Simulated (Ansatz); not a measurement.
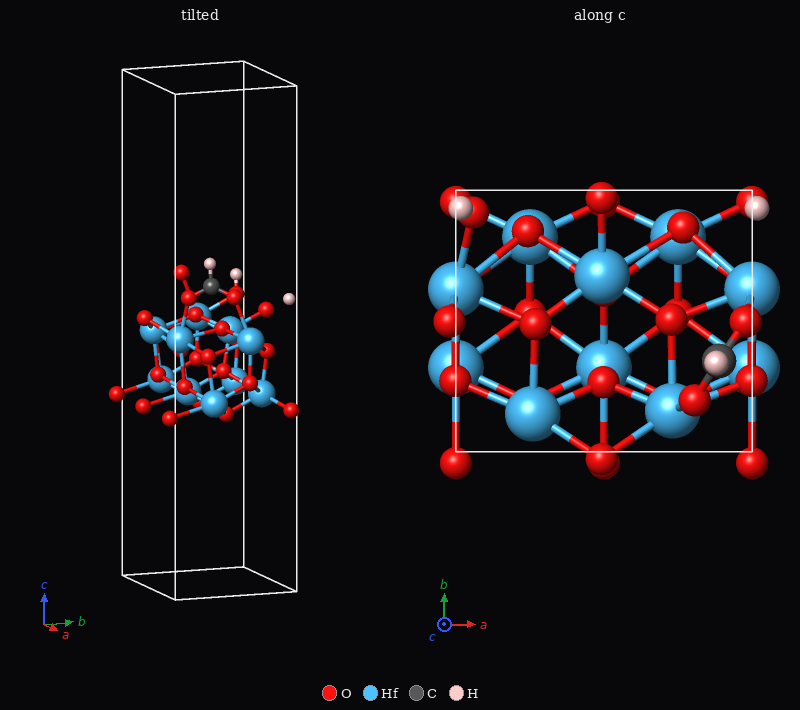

View slightly off an axis and along the c axis, drawn as a ball-and-stick model. The wireframe shows the simulation cell.

What is this?

The formula is Hf$_{8}$H$_{2}$CO$_{18}$. One cell contains 8 Hf, 2 H, 1 C, 18 O, 29 atoms in all.

The structure comes from a structure listed in the Materials Project, from which a slab was cut and an adsorbate added. Earlier steps of the study, as a rule a relaxation of our own, may have changed the cell and positions, so they can lie some per cent off the listed ones. An electronic-structure calculation with Ansatz was run on it.

At this level of theory the run's own cell isn't at rest (forces up to 1.6 eV/Å), so its distances can differ from those at equilibrium, the more so the softer the solid.
